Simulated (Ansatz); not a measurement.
# Rh: a line through a two-coordinate scan

How does the energy of Rh (Fm-3m, No. 225; 1 atom in the cell) vary with volume per atom, at total spin moment of the cell, held fixed = 1.000 μB?

Program: Ansatz 0.2.0. Level of theory: DFT PBE, scalar-relativistic, plane waves, PAW. These are calculated values, not measurements.

31 further runs of the same task are left out: 1 that didn't finish, 30 set aside as unsound or not needed.

**1. The starting structure**

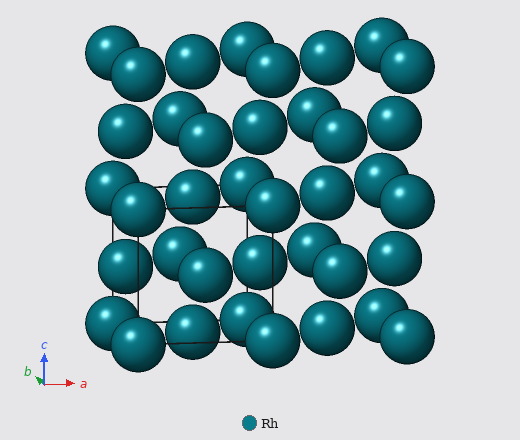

Start, viewed slightly off an axis; rhodium blue. 2×1×2 cells are drawn. Atoms on the faces are drawn again on the opposite ones. The cell drawn here is the conventional one.

Structure file:

```cif
data_structure
_symmetry_space_group_name_H-M 'Fm-3m'
_symmetry_Int_Tables_number 225
_cell_length_a 3.8301
_cell_length_b 3.8301
_cell_length_c 3.8301
_cell_angle_alpha 90.000
_cell_angle_beta 90.000
_cell_angle_gamma 90.000
_cell_volume 56.19
loop_
_atom_site_label
_atom_site_type_symbol
_atom_site_symmetry_multiplicity
_atom_site_Wyckoff_symbol
_atom_site_fract_x
_atom_site_fract_y
_atom_site_fract_z
_atom_site_occupancy
Rh1 Rh 4 a 0.00000 0.00000 0.00000 1
```

It is the result of an earlier relaxation at this level (volume 14.05 Å³/atom; gap on the mesh: none (metal)).

**2. Plan of the line**

The energy is mapped over volume and a fixed ferromagnetic moment.

The axes are (1) volume per atom: 7 values from 11.52 to 16.57 Å³; (2) total spin moment of the cell, held fixed: 9 values from 0.000 to 1.000 μB.

Nothing else is relaxed (shape and fractional coordinates fixed). Points are written as (first, second).

**3. The run at (11.52 Å³, 1.000 μB)**

input.yaml

```yaml
crystal:
  lattice:
    - [0.0, 1.7924581564, 1.7924581564]
    - [1.7924581564, 0.0, 1.7924581564]
    - [1.7924581564, 1.7924581564, 0.0]
  atoms:
    - { symbol: Rh, position: [0.0, 0.0, 0.0], spin: 1.0 }
basis:
  ecutwfc: 420
kpoints:
  mp_grid: { grid: [22, 22, 22] }
hamiltonian:
  xc: pbe
  pseudopotentials: { kind: paw, azcp: { folder: soft_1 } }
scf:
  occupations: { method: gaussian, width: 0.15 }
  lower_state_search: "off"
output:
  forces: true
  stress: true
  eigenvalues: true
  populations: true
magnetization:
  spin_polarized: true
  initial_magnetization: 1.0
  spin_locking: { lock_magnetization: hard }
```

Run with:

```sh
$ ansatz run input.yaml --threads 1 --pin off --max-ram 2048MiB --backend cpu --events-out ev --progress --plain --runs-dir out
```

Output, shortened:

```text
Warning: output.stress: scf.convergence.dr2_threshold = 1e-7 eV (the SCF's general default) is looser than the 1e-10 eV advised for a printed stress (1e-10 eV for each atom of the cell: 1). What an SCF threshold leaves in a stress goes as its square root, and in the free energy as the [...]
Warning: RAYON_NUM_THREADS=1 ignored (pool sized by the plan → 1); use --threads N
[...]
Pseudopotentials: kind: paw
Pseudopotential: Rh, paw, valence charge 17, recommended cutoff 420 eV (normal), <dir>
Functional definition: PBE
[...]
Crystal: 1 atoms, lattice volume = 11.518 Å³
Basis set: ecut = 420 eV, 229 PW (Γ), exchange–correlation on 36×36×36 points (8 copies of the dense FFT grid, shifted against one another)
Bands: 13, of which v1, the nominal top of the filled ones, is band 9 counted from 1 (8 counted from 0)
Symmetry: 48 space group operations
Space group: Fm-3m (ITA 225), of the structure as read, at distance tolerance 2.3e-5 Å
Magnetic group: BNS 225.116 (UNI 1618), of the structure as read, at distance tolerance 2.3e-5 Å
k-points: 328 of 10648
[...]
Starting moments: Σ|m| = 1 μB on 1 of 1 site
[...]
SCF iter   1: F=—  HF=-6402.398008 eV  |F-HF|=—  |Δ(HF+E_count)|=         —  Δρ=5.36e-2 (↑5.31e-2 ↓5.36e-2)  dr2=1.02e0  dr2_m=2.02e-2  M=1.000 μB ∫|m|=1.000 μB  β_m=0.30  ethr=3.10e-3  ⟨swp⟩=5.0  Hψ=44309  notcnv=0
[...]
SCF iter   7: F=-6402.092492 eV  HF=-6402.092492 eV  |F-HF|=4.46e-10  |Δ(HF+E_count)|=   1.95e-7  Δρ=3.28e-6 (↑3.28e-6 ↓1.96e-6)  dr2=2.11e-10  dr2_m=6.82e-10  M=1.000 μB ∫|m|=1.002 μB  ethr=2.68e-10  ⟨swp⟩=5.0  Hψ=35047  notcnv=0
[...]
SCF converged after 7 iterations
Stability checked in part: among states of this total moment the steps that led to this state did not find it unstable. No probe was made; neither looks for a lower state of another moment (fixed_total_moment; see scf.lower_state_search)
Magnetization: 1.0000 μB (9.0000 up, 8.0000 down)
Absolute magnetization: 1.0020 μB (∫|ρ↑−ρ↓|, with the PAW one-centre terms)
Spin contamination: 0.0015 ħ² per cell (⟨S²⟩ above its minimum at these occupations)
Per-site moments (μB) at R_I (Å): [(0.9576226103841309, 1.0456539368414512)]
Free energy (F): -6402.092492 eV
[...]
E sigma→0 (E₀):  -6402.085610 eV
Entropy (-TS):   -0.013765 eV (-13.765 meV/atom)
Fermi energy:    27.867468 (↑ 28.433095, ↓ 27.301842) eV
[...]
--- Forces (eV/Å), atoms counted from 1 ---
  atom   1  Rh     0.00000000     0.00000000     0.00000000
[...]
--- Stress (GPa, compression-positive) ---
       95.980915      -0.000000       0.000000
        0.000000      95.980915      -0.000000
        0.000000       0.000000      95.980915
  P = ⅓ Tr σ = 95.9809 GPa (959.809 kbar)
--- Band table (eV; the first three rows and the last of 656) ---
  k-point 0 ↑: bands = ["-51.8286", "-19.0056", "-19.0056", "-19.0056", "18.5969", "23.6506", "23.6506", "23.6506", "26.3381", "26.3381", "43.3551", "49.5610", "49.5610"]
[...]
--- Löwdin populations: 1 site ---
  site symbol       q [e]    m [muB]
     0     Rh     16.8914     0.9997
  spilling = 0.006387 (of n_electrons = 17.000000)
```

It took 16 s on 1 thread of Arm Neoverse N1, shared host; peak memory 0.33 GiB.

**4. Grid point (12.36 Å³, 1.000 μB)**

input.yaml, as its differences from that of step 3:

```diff
@@ -2,5 +2,5 @@
   lattice:
-    - [0.0, 1.7924581564, 1.7924581564]
-    - [1.7924581564, 0.0, 1.7924581564]
-    - [1.7924581564, 1.7924581564, 0.0]
+    - [0.0, 1.8351625453, 1.8351625453]
+    - [1.8351625453, 0.0, 1.8351625453]
+    - [1.8351625453, 1.8351625453, 0.0]
   atoms:
```

Run with:

```sh
$ ansatz run input.yaml --threads 1 --pin off --max-ram 2048MiB --backend cpu --events-out ev --progress --plain --runs-dir out
```

Output, shortened:

```text
Warning: output.stress: scf.convergence.dr2_threshold = 1e-7 eV (the SCF's general default) is looser than the 1e-10 eV advised for a printed stress (1e-10 eV for each atom of the cell: 1). What an SCF threshold leaves in a stress goes as its square root, and in the free energy as the [...]
Warning: RAYON_NUM_THREADS=1 ignored (pool sized by the plan → 1); use --threads N
[...]
[... 3 set-up lines as earlier in the session ...]
[...]
Crystal: 1 atoms, lattice volume = 12.361 Å³
Basis set: ecut = 420 eV, 259 PW (Γ), exchange–correlation on 36×36×36 points (8 copies of the dense FFT grid, shifted against one another)
Bands: 13, of which v1, the nominal top of the filled ones, is band 9 counted from 1 (8 counted from 0)
[... 2 set-up lines as earlier in the session ...]
Magnetic group: BNS 225.116 (UNI 1618), of the structure as read, at distance tolerance 2.3e-5 Å
k-points: 328 of 10648
[...]
Magnetization: 1.0000 μB (9.0000 up, 8.0000 down)
Absolute magnetization: 1.0039 μB (∫|ρ↑−ρ↓|, with the PAW one-centre terms)
Spin contamination: 0.0019 ħ² per cell (⟨S²⟩ above its minimum at these occupations)
Per-site moments (μB) at R_I (Å): [(0.9671781684344816, 1.0705661012979857)]
Free energy (F): -6402.483949 eV
[...]
E sigma→0 (E₀):  -6402.476302 eV
Entropy (-TS):   -0.015295 eV (-15.295 meV/atom)
Fermi energy:    25.544630 (↑ 26.008251, ↓ 25.081009) eV
[...]
--- Forces (eV/Å), atoms counted from 1 ---
  atom   1  Rh    -0.00000000     0.00000000     0.00000000
[...]
--- Stress (GPa, compression-positive) ---
       55.271003       0.000000       0.000000
        0.000000      55.271003      -0.000000
       -0.000000      -0.000000      55.271003
  P = ⅓ Tr σ = 55.2710 GPa (552.710 kbar)
--- Band table (eV; the first three rows and the last of 656) ---
  k-point 0 ↑: bands = ["-53.8947", "-21.2168", "-21.2168", "-21.2168", "16.8039", "21.7305", "21.7305", "21.7305", "24.1286", "24.1286", "41.2229", "47.0349", "47.0349"]
[...]
--- Löwdin populations: 1 site ---
  site symbol       q [e]    m [muB]
     0     Rh     16.8918     1.0021
  spilling = 0.006363 (of n_electrons = 17.000000)
```

It took 16 s on 1 thread of Arm Neoverse N1, shared host; peak memory 0.34 GiB.

**5. The run at (13.20 Å³, 1.000 μB)**

input.yaml, as its differences from that of step 4:

```diff
@@ -2,5 +2,5 @@
   lattice:
-    - [0.0, 1.8351625453, 1.8351625453]
-    - [1.8351625453, 0.0, 1.8351625453]
-    - [1.8351625453, 1.8351625453, 0.0]
+    - [0.0, 1.8759669087, 1.8759669087]
+    - [1.8759669087, 0.0, 1.8759669087]
+    - [1.8759669087, 1.8759669087, 0.0]
   atoms:
```

Run with:

```sh
$ ansatz run input.yaml --threads 1 --pin off --max-ram 2048MiB --backend cpu --events-out ev --progress --plain --runs-dir out
```

Output, shortened:

```text
[...]
SCF converged after 8 iterations
Stability checked in part: among states of this total moment the steps that led to this state did not find it unstable. No probe was made; neither looks for a lower state of another moment (fixed_total_moment; see scf.lower_state_search)
Magnetization: 1.0000 μB (9.0000 up, 8.0000 down)
Absolute magnetization: 1.0068 μB (∫|ρ↑−ρ↓|, with the PAW one-centre terms)
Spin contamination: 0.0023 ħ² per cell (⟨S²⟩ above its minimum at these occupations)
Per-site moments (μB) at R_I (Å): [(0.9758792350591154, 1.0943698609992512)]
Free energy (F): -6402.695622 eV
[...]
E sigma→0 (E₀):  -6402.687174 eV
Entropy (-TS):   -0.016896 eV (-16.896 meV/atom)
Fermi energy:    23.517589 (↑ 23.894754, ↓ 23.140425) eV
[...]
--- Forces (eV/Å), atoms counted from 1 ---
  atom   1  Rh    -0.00000000    -0.00000000     0.00000000
[...]
--- Stress (GPa, compression-positive) ---
       26.888764       0.000000       0.000000
       -0.000000      26.888764      -0.000000
       -0.000000      -0.000000      26.888764
  P = ⅓ Tr σ = 26.8888 GPa (268.888 kbar)
--- Band table (eV; the first three rows and the last of 656) ---
  k-point 0 ↑: bands = ["-55.7115", "-23.1416", "-23.1416", "-23.1416", "15.2671", "20.0423", "20.0423", "20.0423", "22.1957", "22.1957", "39.3182", "44.7741", "44.7741"]
[...]
--- Löwdin populations: 1 site ---
  site symbol       q [e]    m [muB]
     0     Rh     16.8929     1.0044
  spilling = 0.006301 (of n_electrons = 17.000000)
```

Run time: 17 s. Hardware: 1 thread of Arm Neoverse N1, shared host; peak memory 0.34 GiB.

**6. Grid point (14.05 Å³, 1.000 μB)**

input.yaml, as its differences from that of step 5:

```diff
@@ -2,5 +2,5 @@
   lattice:
-    - [0.0, 1.8759669087, 1.8759669087]
-    - [1.8759669087, 0.0, 1.8759669087]
-    - [1.8759669087, 1.8759669087, 0.0]
+    - [0.0, 1.9150524221, 1.9150524221]
+    - [1.9150524221, 0.0, 1.9150524221]
+    - [1.9150524221, 1.9150524221, 0.0]
   atoms:
```

Run with:

```sh
$ ansatz run input.yaml --threads 1 --pin off --max-ram 2048MiB --backend cpu --events-out ev --progress --plain --runs-dir out
```

Output, shortened:

```text
[...]
SCF converged after 8 iterations
Stability checked in part: among states of this total moment the steps that led to this state did not find it unstable. No probe was made; neither looks for a lower state of another moment (fixed_total_moment; see scf.lower_state_search)
Magnetization: 1.0000 μB (9.0000 up, 8.0000 down)
Absolute magnetization: 1.0106 μB (∫|ρ↑−ρ↓|, with the PAW one-centre terms)
Spin contamination: 0.0028 ħ² per cell (⟨S²⟩ above its minimum at these occupations)
Per-site moments (μB) at R_I (Å): [(0.9838077809986693, 1.117170907045572)]
Free energy (F): -6402.781843 eV
[...]
E sigma→0 (E₀):  -6402.772602 eV
Entropy (-TS):   -0.018482 eV (-18.482 meV/atom)
Fermi energy:    21.735018 (↑ 22.038494, ↓ 21.431543) eV
[...]
--- Forces (eV/Å), atoms counted from 1 ---
  atom   1  Rh    -0.00000000    -0.00000000    -0.00000000
[...]
--- Stress (GPa, compression-positive) ---
        7.073631      -0.000000      -0.000000
       -0.000000       7.073631       0.000000
        0.000000      -0.000000       7.073631
  P = ⅓ Tr σ = 7.0736 GPa (70.736 kbar)
--- Band table (eV; the first three rows and the last of 656) ---
  k-point 0 ↑: bands = ["-57.3175", "-24.8298", "-24.8298", "-24.8298", "13.9361", "18.5477", "18.5477", "18.5477", "20.4926", "20.4926", "37.6054", "42.7337", "42.7337"]
[...]
--- Löwdin populations: 1 site ---
  site symbol       q [e]    m [muB]
     0     Rh     16.8944     1.0065
  spilling = 0.006214 (of n_electrons = 17.000000)
```

Run time: 18 s. Hardware: 1 thread of Arm Neoverse N1, shared host; peak memory 0.35 GiB.

**7. Grid point (14.89 Å³, 1.000 μB)**

input.yaml, as its differences from that of step 6:

```diff
@@ -2,5 +2,5 @@
   lattice:
-    - [0.0, 1.9150524221, 1.9150524221]
-    - [1.9150524221, 0.0, 1.9150524221]
-    - [1.9150524221, 1.9150524221, 0.0]
+    - [0.0, 1.9525935247, 1.9525935247]
+    - [1.9525935247, 0.0, 1.9525935247]
+    - [1.9525935247, 1.9525935247, 0.0]
   atoms:
```

Run with:

```sh
$ ansatz run input.yaml --threads 1 --pin off --max-ram 2048MiB --backend cpu --events-out ev --progress --plain --runs-dir out
```

Output, shortened:

```text
[...]
SCF converged after 8 iterations
Stability checked in part: among states of this total moment the steps that led to this state did not find it unstable. No probe was made; neither looks for a lower state of another moment (fixed_total_moment; see scf.lower_state_search)
Magnetization: 1.0000 μB (9.0000 up, 8.0000 down)
Absolute magnetization: 1.0151 μB (∫|ρ↑−ρ↓|, with the PAW one-centre terms)
Spin contamination: 0.0033 ħ² per cell (⟨S²⟩ above its minimum at these occupations)
Per-site moments (μB) at R_I (Å): [(0.9908318313517318, 1.1390710008284577)]
Free energy (F): -6402.780510 eV
[...]
E sigma→0 (E₀):  -6402.770471 eV
Entropy (-TS):   -0.020078 eV (-20.078 meV/atom)
Fermi energy:    20.155565 (↑ 20.395739, ↓ 19.915390) eV
[...]
--- Forces (eV/Å), atoms counted from 1 ---
  atom   1  Rh     0.00000000     0.00000000    -0.00000000
[...]
--- Stress (GPa, compression-positive) ---
       -6.743328      -0.000000       0.000000
       -0.000000      -6.743328      -0.000000
       -0.000000       0.000000      -6.743328
  P = ⅓ Tr σ = -6.7433 GPa (-67.433 kbar)
--- Band table (eV; the first three rows and the last of 656) ---
  k-point 0 ↑: bands = ["-58.7453", "-26.3212", "-26.3212", "-26.3212", "12.7722", "17.2157", "17.2157", "17.2157", "18.9814", "18.9814", "36.0554", "40.8817", "40.8817"]
[...]
--- Löwdin populations: 1 site ---
  site symbol       q [e]    m [muB]
     0     Rh     16.8960     1.0083
  spilling = 0.006115 (of n_electrons = 17.000000)
```

It took 18 s on 1 thread of Arm Neoverse N1, shared host; peak memory 0.35 GiB.

**8. Grid point (15.73 Å³, 1.000 μB)**

input.yaml, as its differences from that of step 7:

```diff
@@ -2,5 +2,5 @@
   lattice:
-    - [0.0, 1.9525935247, 1.9525935247]
-    - [1.9525935247, 0.0, 1.9525935247]
-    - [1.9525935247, 1.9525935247, 0.0]
+    - [0.0, 1.9887703994, 1.9887703994]
+    - [1.9887703994, 0.0, 1.9887703994]
+    - [1.9887703994, 1.9887703994, 0.0]
   atoms:
```

Run with:

```sh
$ ansatz run input.yaml --threads 1 --pin off --max-ram 2048MiB --backend cpu --events-out ev --progress --plain --runs-dir out
```

Output, shortened:

```text
Warning: output.stress: scf.convergence.dr2_threshold = 1e-7 eV (the SCF's general default) is looser than the 1e-10 eV advised for a printed stress (1e-10 eV for each atom of the cell: 1). What an SCF threshold leaves in a stress goes as its square root, and in the free energy as the [...]
Warning: RAYON_NUM_THREADS=1 ignored (pool sized by the plan → 1); use --threads N
[...]
[... 3 set-up lines as earlier in the session ...]
[...]
Crystal: 1 atoms, lattice volume = 15.732 Å³
Basis set: ecut = 420 eV, 331 PW (Γ), exchange–correlation on 40×40×40 points (8 copies of the dense FFT grid, shifted against one another)
Bands: 13, of which v1, the nominal top of the filled ones, is band 9 counted from 1 (8 counted from 0)
[... 1 set-up line as earlier in the session ...]
Space group: Fm-3m (ITA 225), of the structure as read, at distance tolerance 2.5e-5 Å
Magnetic group: BNS 225.116 (UNI 1618), of the structure as read, at distance tolerance 2.5e-5 Å
k-points: 328 of 10648
[...]
Magnetization: 1.0000 μB (9.0000 up, 8.0000 down)
Absolute magnetization: 1.0205 μB (∫|ρ↑−ρ↓|, with the PAW one-centre terms)
Spin contamination: 0.0039 ħ² per cell (⟨S²⟩ above its minimum at these occupations)
Per-site moments (μB) at R_I (Å): [(0.9971946140858583, 1.1601752544020254)]
Free energy (F): -6402.718260 eV
[...]
E sigma→0 (E₀):  -6402.707417 eV
Entropy (-TS):   -0.021685 eV (-21.685 meV/atom)
Fermi energy:    18.745994 (↑ 18.931403, ↓ 18.560586) eV
[...]
--- Forces (eV/Å), atoms counted from 1 ---
  atom   1  Rh    -0.00000000     0.00000000    -0.00000000
[...]
--- Stress (GPa, compression-positive) ---
      -16.318584      -0.000000       0.000000
       -0.000000     -16.318584      -0.000000
        0.000000       0.000000     -16.318584
  P = ⅓ Tr σ = -16.3186 GPa (-163.186 kbar)
--- Band table (eV; the first three rows and the last of 656) ---
  k-point 0 ↑: bands = ["-60.0224", "-27.6485", "-27.6485", "-27.6485", "11.7451", "16.0207", "16.0207", "16.0207", "17.6310", "17.6310", "34.6436", "39.1877", "39.1877"]
[...]
--- Löwdin populations: 1 site ---
  site symbol       q [e]    m [muB]
     0     Rh     16.8980     1.0098
  spilling = 0.006003 (of n_electrons = 17.000000)
```

Wall time 18 s (1 thread of Arm Neoverse N1, shared host); peak memory 0.36 GiB.

**9. Point (16.57 Å³, 1.000 μB)**

input.yaml, as its differences from that of step 8:

```diff
@@ -2,5 +2,5 @@
   lattice:
-    - [0.0, 1.9887703994, 1.9887703994]
-    - [1.9887703994, 0.0, 1.9887703994]
-    - [1.9887703994, 1.9887703994, 0.0]
+    - [0.0, 2.0236769288, 2.0236769288]
+    - [2.0236769288, 0.0, 2.0236769288]
+    - [2.0236769288, 2.0236769288, 0.0]
   atoms:
```

Run with:

```sh
$ ansatz run input.yaml --threads 1 --pin off --max-ram 2048MiB --backend cpu --events-out ev --progress --plain --runs-dir out
```

Output, shortened:

```text
[...]
SCF converged after 8 iterations
Stability checked in part: among states of this total moment the steps that led to this state did not find it unstable. No probe was made; neither looks for a lower state of another moment (fixed_total_moment; see scf.lower_state_search)
Magnetization: 1.0000 μB (9.0000 up, 8.0000 down)
Absolute magnetization: 1.0261 μB (∫|ρ↑−ρ↓|, with the PAW one-centre terms)
Spin contamination: 0.0045 ħ² per cell (⟨S²⟩ above its minimum at these occupations)
Per-site moments (μB) at R_I (Å): [(1.003022475191442, 1.180538435410328)]
Free energy (F): -6402.614068 eV
[...]
E sigma→0 (E₀):  -6402.602419 eV
Entropy (-TS):   -0.023298 eV (-23.298 meV/atom)
Fermi energy:    17.482004 (↑ 17.619782, ↓ 17.344226) eV
[...]
--- Forces (eV/Å), atoms counted from 1 ---
  atom   1  Rh    -0.00000000    -0.00000000     0.00000000
[...]
--- Stress (GPa, compression-positive) ---
      -22.854585       0.000000      -0.000000
       -0.000000     -22.854585      -0.000000
        0.000000       0.000000     -22.854585
  P = ⅓ Tr σ = -22.8546 GPa (-228.546 kbar)
--- Band table (eV; the first three rows and the last of 656) ---
  k-point 0 ↑: bands = ["-61.1689", "-28.8353", "-28.8353", "-28.8353", "10.8333", "14.9441", "14.9441", "14.9441", "16.4189", "16.4189", "33.3525", "37.6321", "37.6321"]
[...]
--- Löwdin populations: 1 site ---
  site symbol       q [e]    m [muB]
     0     Rh     16.9001     1.0112
  spilling = 0.005877 (of n_electrons = 17.000000)
```

Run time: 18 s. Hardware: 1 thread of Arm Neoverse N1, shared host; peak memory 0.36 GiB.

**10. The line in numbers**

| volume per atom (Å³) | step | energy (meV/atom) | pressure (GPa) | absolute magnetic moment (μB per cell) |
| --- | --- | --- | --- | --- |
| 11.52 | 3 | 689 | 96 | 1.002 |
| 12.36 | 4 | 298 | 55 | 1.004 |
| 13.20 | 5 | 86 | 27 | 1.007 |
| 14.05 | 6 | 0 | 7 | 1.011 |
| 14.89 | 7 | 1.3 | −7 | 1.015 |
| 15.73 | 8 | 64 | −16 | 1.020 |
| 16.57 | 9 | 168 | −23 | 1.026 |

Energies count from the lowest point of the line.

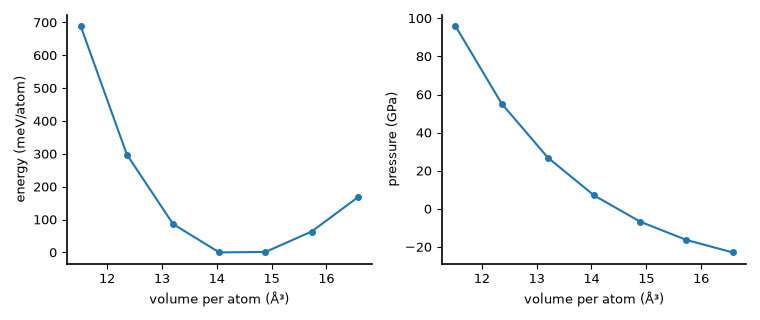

Energy and pressure along the line.

The lowest point of the line is at 14.05 Å³. A parabola through the lowest point and its two neighbours puts the minimum at 14.455 Å³, with a curvature of about 120 meV/atom per (Å³)². The highest point computed, at 11.52 Å³, lies 689 meV/atom above the lowest. This is one cut through a surface in two coordinates; the map's lowest point lies off it.
